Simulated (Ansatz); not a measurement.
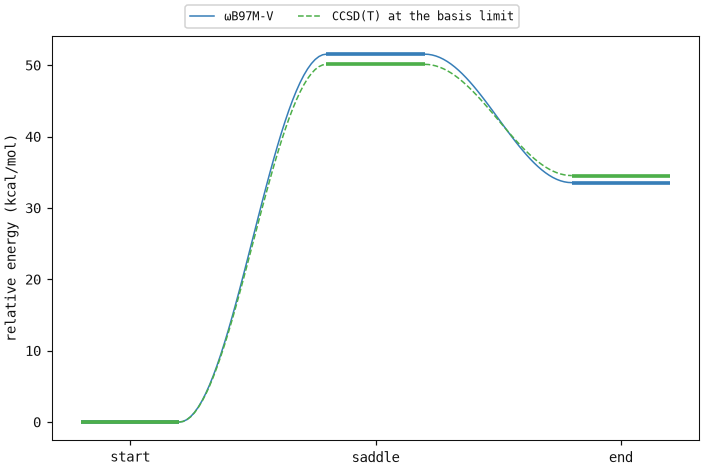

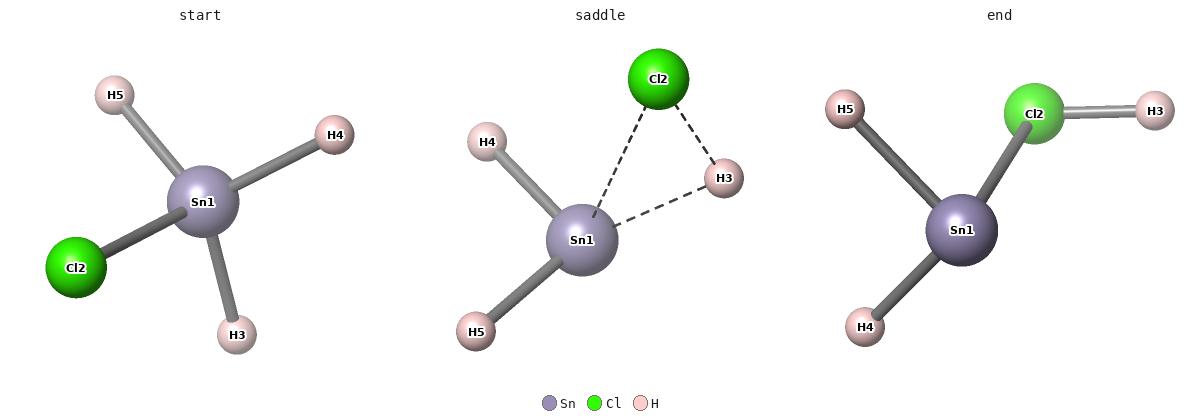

One elementary step of SnH₃Cl, singlet: start, first-order saddle point (changing pairs dashed) and end. Electronic energies at PBE0-D4/def2-TZVP geometries, energies in def2-TZVPP, the Ansatz code; cores frozen in correlated methods, no zero-point terms. Start and end are the structures at the ends of the path (complexes, where there are several molecules). On heavy atoms the filled d shell below the valence is correlated. The limit is the MP2 basis limit plus CCSD(T) less MP2 in triple zeta. Lines between the levels only guide the eye.

Question: Which bonds change in the step?

Answer: Cl2–H3 (3.25 → 1.66 → 1.28 Å) forms; Sn1–H3 (1.70 → 1.82 → 3.35 Å) breaks; Sn1–Cl2 (2.33 → 2.67 → 2.92 Å) stretches to a weak contact (lengths at start, saddle and end; changes of bond order aren't listed). The imaginary mode at the saddle is 984.8i cm⁻¹ (PBE0-D4).

Question: Is the step uphill or downhill with ωB97M-V?

Answer: Uphill by 33.5 kcal/mol in electronic energy, over a barrier of 51.6 kcal/mol.

Question: Give the barriers and step energies (kcal/mol).

Answer:
```csv
level,barrier,reverse barrier,step energy
ωB97M-V,51.6,18.0,33.5
CCSD(T) at the basis limit,50.1,15.6,34.5
```

Limits of at least one run: core potentials past krypton; restricted reference unstable towards unrestricted; spin-orbit coupling is left out, and with Sn it can shift these energies.
